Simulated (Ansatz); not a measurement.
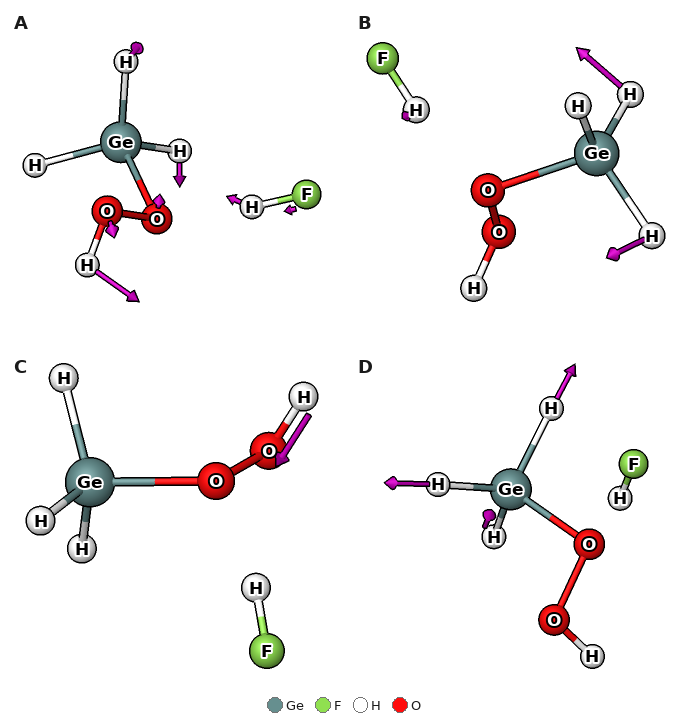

4 normal modes of one molecule or complex, as arrows. Harmonic vibrations computed with RKS PBE0-D4/def2-TZVP (Ansatz 0.2.0) at a stationary point of the same level.

### Match the panels to the wavenumbers 198 cm⁻¹, 876 cm⁻¹, 2201 cm⁻¹, 3805 cm⁻¹.

A: 198 cm⁻¹
B: 876 cm⁻¹, H–Ge–H bending
C: 3805 cm⁻¹, O–H stretching
D: 2201 cm⁻¹, out-of-phase stretching of 3 Ge–H bonds
